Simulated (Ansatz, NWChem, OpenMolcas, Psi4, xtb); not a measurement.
## Ligand exchange: CH2BrI + CH3Na → C2H5I + NaBr

Species: CH2BrI (bromoiodomethane) `BrCI`, singlet; CH3Na `[CH3][Na]`, singlet; C2H5I (iodoethane) `CCI`, singlet; NaBr, singlet. The partners trade Br for CH3: C–Br and Na–CH3 bonds give way to C–CH3 and Na–Br.

Shapes, held fixed at every level: PBE0-D4/def2-TZVP. Programs: Ansatz 0.2.0, NWChem 7.3.0, OpenMolcas 26.06, Psi4 1.11, xtb 6.7.1. A level may come from different programs for different species; with the same settings they agree closely. The zero-point and thermal change to 298 K, harmonic and unscaled (PBE0-D4/def2-TZVP), is +13.4 kJ/mol.

```
               level                    kind  ΔH(298 K) (kJ/mol)  less CCSD(T)/def2-TZVPP
            GFN2-xTB          semi-empirical              -377.2                    -60.1
         HF/def2-SVP            Hartree–Fock              -388.7                    -71.6
r2SCAN-D4/def2-TZVPP                meta-GGA              -325.4                     -8.3
 BHLYP-D4/def2-TZVPP           global hybrid              -335.6                    -18.5
  wB97M-V/def2-TZVPP  range-separated hybrid              -318.3                     -1.2
        MP2/def2-SVP     perturbation theory              -352.9                    -35.8
     CCSD/def2-TZVPP   coupled cluster or CI              -325.4                     -8.3
  CCSD(T)/def2-TZVPP   coupled cluster or CI              -317.1                      0.0
```

The highest level, CCSD(T)/def2-TZVPP, gives ΔH(298 K) = -317.1 kJ/mol; the levels span -388.7 to -317.1. GFN2-xTB strays far from the other rows. The column of differences is taken from that level and isn't an error. No measured value is set beside it here. For atoms past krypton def2 sets carry core potentials with scalar relativity. Relativity is left out for Br. Outer-core shells of Br, I, Na are correlated, in sets that cover them unevenly.

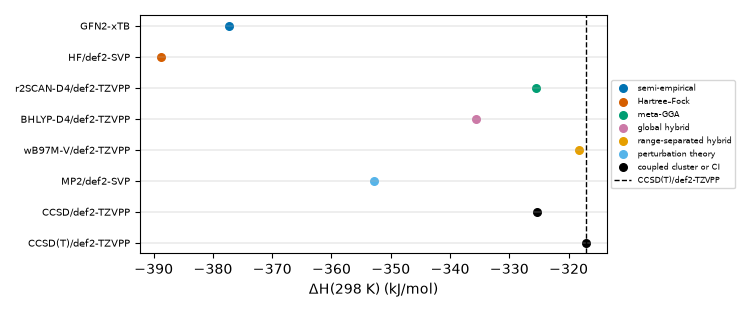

The values of the table, level by level.
